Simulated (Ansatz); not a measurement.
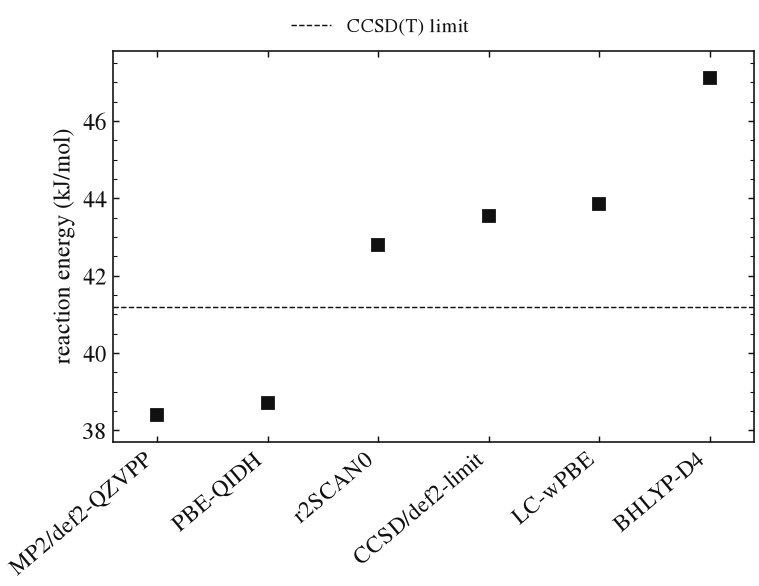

Electronic reaction energy of BSiNH₅F (BN[SiH2]F) + HCl (Cl) → BSiNH₅Cl (BN[SiH2]Cl) + HF (F) (SMILES in brackets) at several levels (functionals in def2-TZVPP unless a basis is named), isolated molecules at PBE0-D4 triple-zeta geometries, minima by their frequencies, no zero-point or thermal terms, the Ansatz code 0.2.0. The line is frozen-core CCSD(T) at the basis limit (MP2 extrapolated from triple and quadruple zeta, plus CCSD(T) less MP2 in a smaller set). PBE-QIDH holds a correlation term that converges slowly with the basis, so part of the distance to the limit is basis error. No dispersion term is added to PBE-QIDH, r2SCAN0 and LC-wPBE. The distance of MP2/def2-QZVPP to the limit includes basis error.

What range do the values span, the line included?

From 38.4 kJ/mol (MP2/def2-QZVPP) to 47.1 kJ/mol (BHLYP-D4).

Give the values.

```csv
level,kJ/mol,less CCSD(T) limit
MP2/def2-QZVPP,38.4,−2.8
PBE-QIDH,38.7,−2.5
r2SCAN0,42.8,1.6
CCSD/def2-limit,43.5,2.3
LC-wPBE,43.9,2.7
BHLYP-D4,47.1,5.9
CCSD(T) limit,41.2,0.0
```

Note: one conformer of each flexible molecule.
